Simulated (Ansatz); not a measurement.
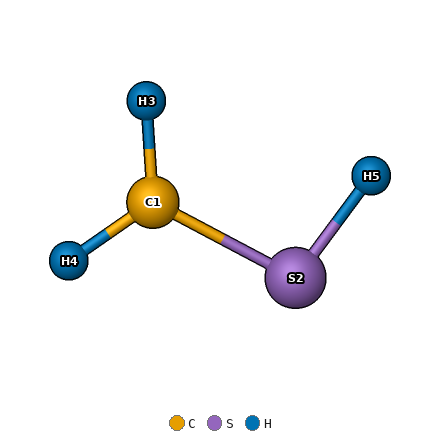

The system is CH₃S, SMILES [CH2]S, spin multiplicity 2; the picture shows the reference structure. 
- First axis: umbrella angle at C1 (between each of its bonds and their common axis; 90 is planar). Second axis: change of the bonds C1–S2, C1–H3, C1–H4, all alike.
- Nothing is relaxed (all other coordinates rigid).
- Grid: 15 × 15 points.
- Points are written as (first, second).
- All energies are given in kJ/mol relative to the relaxed molecule at the same level.
- All numbers below come from UKS PBE0-D4/def2-TZVP (Ansatz).

Its coordinates:

```yaml
atoms:
  - { symbol: C, position_ang: [-0.1351, -0.5548, 0.1004] }
  - { symbol: S, position_ang: [0.8419, 0.8313, 0.2980] }
  - { symbol: H, position_ang: [-0.9823, -0.5660, -0.5660] }
  - { symbol: H, position_ang: [0.1344, -1.4277, 0.6748] }
  - { symbol: H, position_ang: [0.1910, 1.6437, -0.5487] }
```

Range: umbrella angle at C1 (between each of its bonds and their common axis; 90 is planar) from 66.0 to 114.0°; change of the bonds C1–S2, C1–H3, C1–H4, all alike from −0.142 to 0.219 Å.

**What will the energy surface look like?**

The lowest grid point is at (90.0°, 0.013 Å), 0.8 kJ/mol from the relaxed molecule at the same level. The highest grid point, (66.0°, −0.142 Å), lies 202 kJ/mol above the lowest.

| second ↓, first → | 66.0 | 69.4 | 72.9 | 76.3 | 79.7 | 83.1 | 86.6 | 90.0 | 93.4 | 96.9 | 100.3 | 103.7 | 107.1 | 110.6 | 114.0 |
| --- | --- | --- | --- | --- | --- | --- | --- | --- | --- | --- | --- | --- | --- | --- | --- |
| 0.219 | 166 | 157 | 152 | 151 | 152 | 155 | 158 | 159 | 158 | 155 | 152 | 151 | 152 | 157 | 166 |
| 0.193 | 140 | 130 | 124 | 122 | 123 | 126 | 128 | 129 | 128 | 126 | 123 | 122 | 124 | 130 | 140 |
| 0.167 | 116 | 105 | 99 | 96 | 96 | 98 | 100 | 101 | 100 | 98 | 96 | 96 | 99 | 105 | 116 |
| 0.142 | 96 | 84 | 76 | 73 | 73 | 74 | 75 | 76 | 75 | 74 | 73 | 73 | 76 | 84 | 96 |
| 0.116 | 77 | 64 | 56 | 52 | 51 | 52 | 53 | 53 | 52 | 52 | 51 | 52 | 56 | 64 | 77 |
| 0.090 | 62 | 48 | 39 | 34 | 33 | 32 | 33 | 33 | 33 | 32 | 33 | 34 | 39 | 48 | 62 |
| 0.064 | 51 | 36 | 26 | 21 | 18 | 17 | 17 | 18 | 17 | 17 | 18 | 21 | 26 | 36 | 51 |
| 0.039 | 45 | 29 | 18 | 12 | 8 | 7 | 7 | 7 | 7 | 7 | 8 | 12 | 18 | 29 | 45 |
| 0.013 | 44 | 27 | 15 | 7 | 3 | 2 | 1 | 1 | 1 | 2 | 3 | 7 | 15 | 27 | 44 |
| −0.013 | 49 | 31 | 18 | 9 | 5 | 2 | 1 | 1 | 1 | 2 | 5 | 9 | 18 | 31 | 49 |
| −0.039 | 61 | 42 | 28 | 18 | 13 | 10 | 8 | 8 | 8 | 10 | 13 | 18 | 27 | 42 | 61 |
| −0.064 | 81 | 60 | 45 | 35 | 28 | 25 | 23 | 22 | 23 | 25 | 28 | 35 | 45 | 60 | 81 |
| −0.090 | 110 | 88 | 72 | 61 | 54 | 49 | 47 | 46 | 47 | 49 | 54 | 61 | 72 | 88 | 110 |
| −0.116 | 150 | 127 | 109 | 97 | 89 | 85 | 82 | 81 | 82 | 85 | 89 | 97 | 109 | 127 | 150 |
| −0.142 | 202 | 178 | 159 | 146 | 137 | 132 | 129 | 128 | 129 | 132 | 137 | 146 | 159 | 178 | 202 |

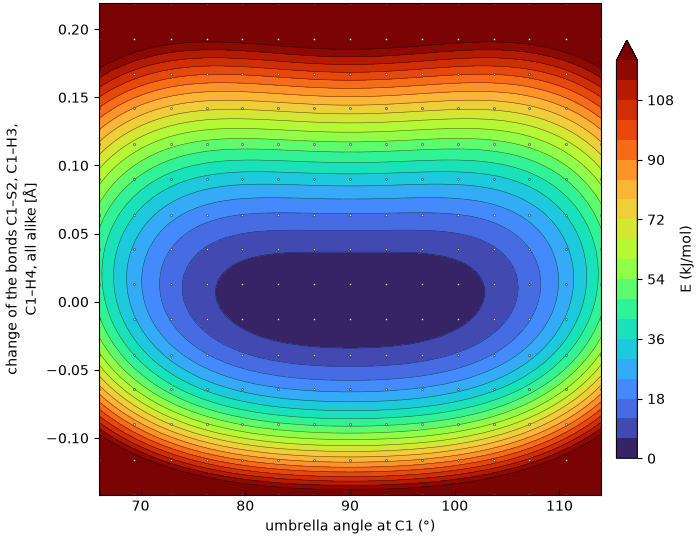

The picture shows filled contours, dots at the grid points, one colour for all values above the top of the scale. Between grid points the surface is interpolated.

Each point was launched as `ansatz run input.yaml --threads 1 --pin off --max-ram 2560MiB --backend cpu --events-out ev --progress --plain --runs-dir out`. The whole map (225 points run) took 7.7 min on 1 thread of Arm Neoverse V2, on a shared host.
